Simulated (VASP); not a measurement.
Band structure of SnSe2 (1T layered). Method: PBE GGA with D4 dispersion, VASP's PBE PAW potentials (set 64) (plane waves; VASP).

Unless said otherwise, spin-orbit coupling is left out, though it shifts the bands of the heavy elements here.

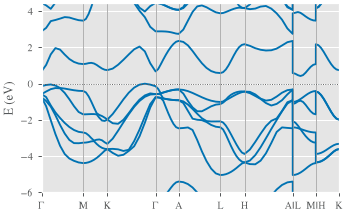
Figure. Bands along high-symmetry lines, zero at the valence-band maximum or, without a gap, the Fermi level

Q: Read the plot: is there a gap, and where are the band edges?

A: The gap is indirect, 0.42 eV, from the valence maximum at K-Γ at 0.78 to the conduction minimum at L-M at 0.33. (Edges off the drawn lines would not show.)

Measured: gap 0.98 eV (computed value off by -0.56 eV), as given by Joseph M. Gonzalez et al., Physical Review B (2016), arXiv:1609.04381.

The compound is SnSe2 in the 1T layered structure. It was relaxed first.
